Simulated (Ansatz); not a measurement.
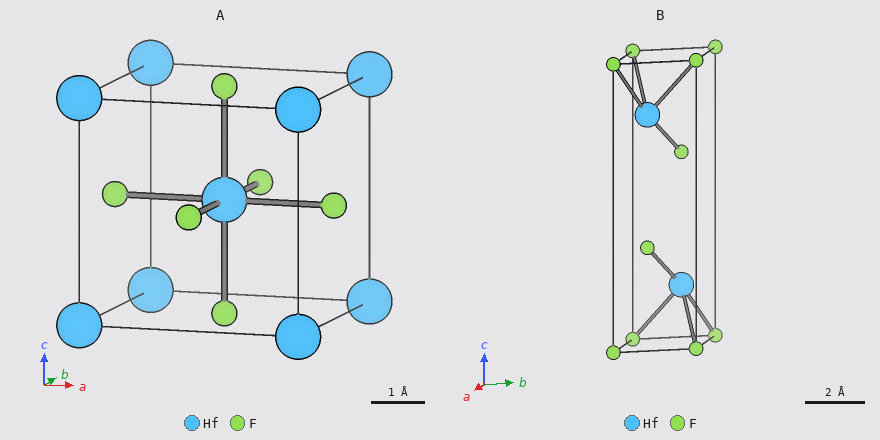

Two structures of Hf₂F₃, each relaxed to rest (conventional cells in solid outline, small ones repeated, not to one scale). Method: Ansatz, DFT PBE, scalar-relativistic, plane waves, PAW, without spin polarisation.

### Name structures A and B.

A: 5 atoms a cell on a primitive cubic lattice, Pm-3m. B: 5 atoms a cell on a primitive hexagonal lattice, P-3m1.

### Which of the two does the method prefer?

B is lower, by 785 meV/atom at this level of theory (energies at zero smearing). Volumes: A 16.7, B 15.5 Å³/atom.

One or both may be structure types tried for this composition rather than known phases.
